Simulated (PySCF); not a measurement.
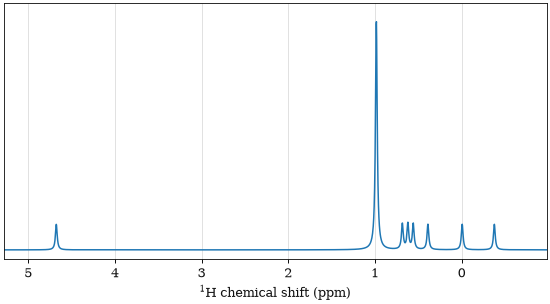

GIAO shifts, PBE0/pcSseg-1, PySCF 2.14.0, at a GFN2-xTB geometry (no frequency check), against TMS for ¹H computed at the same level. Gas phase, fully decoupled, line heights follow the number of nuclei, widths are arbitrary (no quadrupolar broadening); values of one conformer, averaged over nuclei that symmetry or rotation about single bonds exchange, these motions taken as fast; other conformers aren't averaged in. Protons on N, O or S are those of the isolated molecule, without hydrogen bonds to neighbours or exchange.

> Which structure fits the spectrum?
A. C₅H₉F, SMILES CC(C)=CCF
B. C₃H₂Cl₂O, SMILES O=C=C(Cl)CCl
C. C₄H₇B, SMILES B/C=C/C=C
D. C₇H₁₆OSi, SMILES CC(C)(C)[Si@@H](O)C1CC1

Option D. Its ¹H signals: 4.68 (1 H), 0.98 (9 H), 0.68 (1 H), 0.62 (1 H), 0.56 (1 H), 0.39 (1 H), −0.01 (1 H), −0.38 (1 H) ppm.

Caveats: the tight-binding geometry is rougher than a DFT one and adds to the error.
